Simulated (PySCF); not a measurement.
```xyz
3
charge 0, multiplicity 1
C    -1.2967   -0.5017   -0.0031
N    -0.2264   -0.0035   -0.0103
Ga    1.5345    0.8130    0.0008
```

Work out the structure from the coordinates.

The molecule is CGaN. SMILES: `[C-]#[N+][Ga]`. This geometry has C∞v symmetry. All atoms lie on one line. Coordination: 1 N linear.

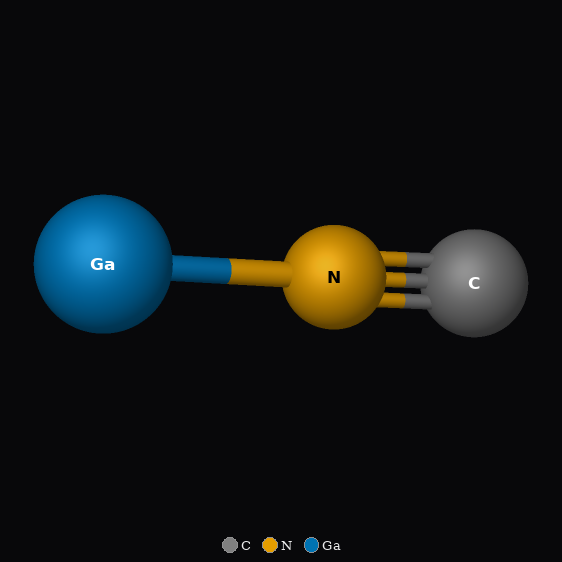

Simulated data, not a measurement (program: PySCF).
